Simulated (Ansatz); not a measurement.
Start from BN in the zinc blende structure (space group F-43m, No. 216; a = 3.606 Å).

Perturbation: cell and atoms relaxed at a pressure of 2.1 GPa.

The values are results of PBEsol, PAW, 420 eV (Ansatz, an electronic-structure program; no SOC), not measurements.

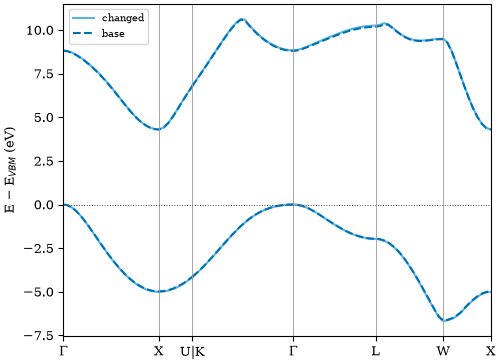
Figure: Highest valence and lowest conduction band along the path, each from its own valence-band maximum

The gap is 4.30 eV, indirect, Γ → X; the base has 4.30 eV.

Load acts through the strain it causes; cell and atoms are relaxed under it. Whether these cells are dynamically stable was not tested.
